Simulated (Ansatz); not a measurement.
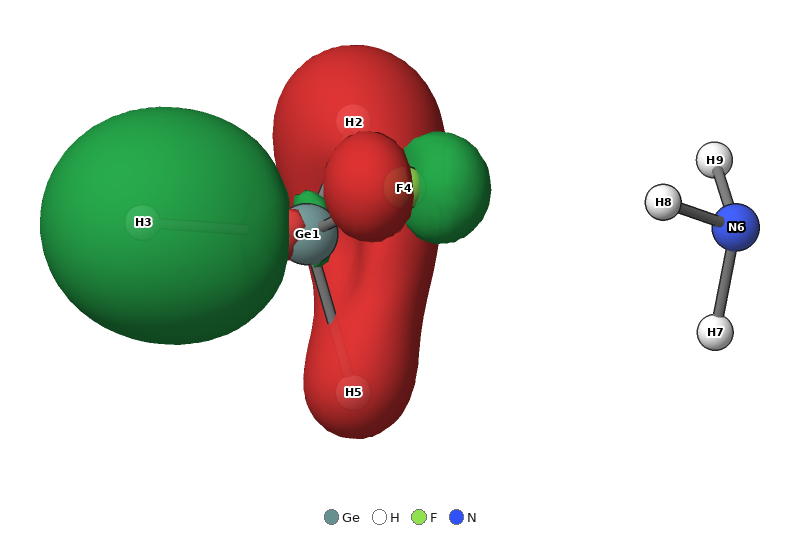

The picture shows: FGeH$_{3}$···NH$_{3}$. The HOMO−1 at ±0.15 Å⁻³ᐟ² (green and red are the two phases), seen from one side.

Level of theory: Ansatz, RHF/def2-SVP.

Input

```
crystal:
  periodic: [false, false, false]
  atoms:
    - { symbol: Ge, position_ang: [0.243795, -0.027464, -0.026414] }
    - { symbol: H, position_ang: [0.187061, -0.168614, 1.505365] }
    - { symbol: H, position_ang: [1.665196, 0.159715, -0.549296] }
    - { symbol: F, position_ang: [-0.590603, 1.432121, -0.447064] }
    - { symbol: H, position_ang: [-0.471442, -1.165748, -0.741615] }
    - { symbol: "N", position_ang: [-2.543094, 0.006519, 1.384885] }
    - { symbol: H, position_ang: [-2.815032, -0.705701, 0.731098] }
    - { symbol: H, position_ang: [-2.401281, 0.866713, 0.887022] }
    - { symbol: H, position_ang: [-1.6564, -0.26484, 1.820119] }
basis:
  gaussian: { orbitals: def2-SVP }
hamiltonian:
  xc: hf
relax:
  f_tol: 0.03
  max_steps: 50
output:
  orbitals: {}
```

Launched as:

```sh
ansatz run input.yaml --threads 1 --pin off --max-ram 2048MiB --backend cpu --events-out ev --progress --plain --runs-dir out
```

The fields are those of the run's last geometry, not of the input's.

Where does this orbital lie, and at what energy?

It lies mainly on Ge1 (about 40 %), H3 (about 35 %), H2 (about 10 %), H5 (about 10 %) and F4 (about 10 %). Its energy is −13.45 eV.
